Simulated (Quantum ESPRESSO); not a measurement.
# Dipole at the next field: 1T-VSSe, 1 layer

Method. Quantum ESPRESSO 7.5, RPBE, GBRV ultrasoft, PBE files; sawtooth field along the normal with dipole correction, ions clamped, threshold 1e-9 Ry; cell area 9.298 Å².

| field (V/Å) | dipole (e Å a cell) |
| --- | --- |
| 0 | −0.02634 |
| 0.1 | 0.00023 |
| 0.2 | 0.02682 |

To predict: What is the dipole at −0.2 V/Å, and what electrostatic thickness 4πα/A follows from the rows?

By hand: The slope is (0.02682 − (−0.02634))/0.2 = 0.2658 e Å²/V, so 4πα/A = 180.95 × 0.2658/9.298 = 5.17 Å. Linear response gives p = −0.02634 + 0.2658 × (−0.2) = −0.07950 e Å; a parabola through the three rows gives −0.07942.

**Check.** p = −0.07941 e Å. The line misses by 0.2 % of the induced dipole and the parabola by 0.0 %. The response is linear over this range.

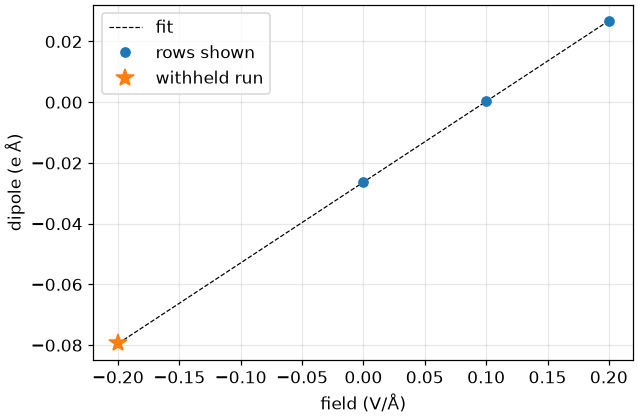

The rows shown, the fit and the withheld run.

**Limits.** Electrons alone respond; local and semilocal functionals tend to overscreen.
